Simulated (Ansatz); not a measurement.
The calculation's input:

```
crystal:
  periodic: [false, false, false]
  atoms:
    - {symbol: Ge, position_ang: [-0.866125, -0.658554, -0.231886]}
    - {symbol: N, position_ang: [0.373841, -0.960748, 1.105980]}
    - {symbol: H, position_ang: [-1.336094, -1.957098, -0.937582]}
    - {symbol: H, position_ang: [-2.079326, -0.011242, 0.460854]}
    - {symbol: C, position_ang: [-0.035827, 0.533546, -1.525478]}
    - {symbol: H, position_ang: [1.101707, 1.478538, 1.805749]}
    - {symbol: H, position_ang: [1.268056, 2.196661, 1.943883]}
    - {symbol: H, position_ang: [-0.003151, -1.446595, 1.908687]}
    - {symbol: H, position_ang: [1.193604, -1.465519, 0.795470]}
    - {symbol: H, position_ang: [0.279310, 1.452596, -1.030587]}
    - {symbol: H, position_ang: [0.839754, 0.057594, -1.970300]}
    - {symbol: H, position_ang: [-0.735846, 0.780919, -2.324789]}
basis:
  gaussian: {orbitals: def2-TZVPP}
hamiltonian: {xc: pbe0, dispersion: d4}
output: {orbitals: {seedname: orbitals}}
```

Command:

```sh
ansatz run in.yaml --threads 4 --pin off --events-out ev --progress --plain --max-ram 9574MiB
```

The reactant side of a reaction path; geometry: PBE0-D4/def2-TZVP.

The calculation used RKS PBE0-D4/def2-TZVPP in Ansatz 0.2.0.

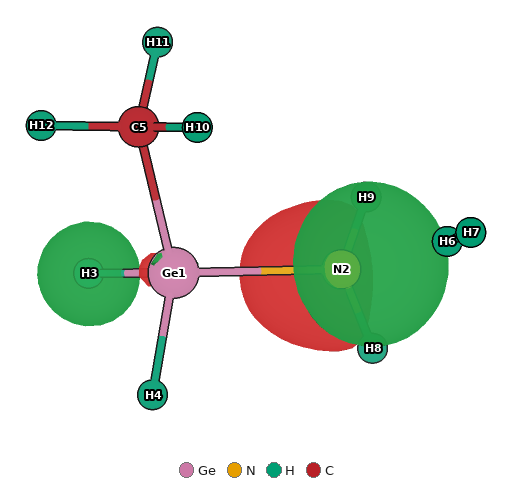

CH7GeN···H2. The HOMO at ±0.2 Å⁻³ᐟ² (green and red are the two phases), seen at an oblique angle.

What is the character of this orbital?

Answer. It lies mainly on N2 (about 65 %), Ge1 (about 10 %) and H3 (about 10 %). Its energy is −7.24 eV.
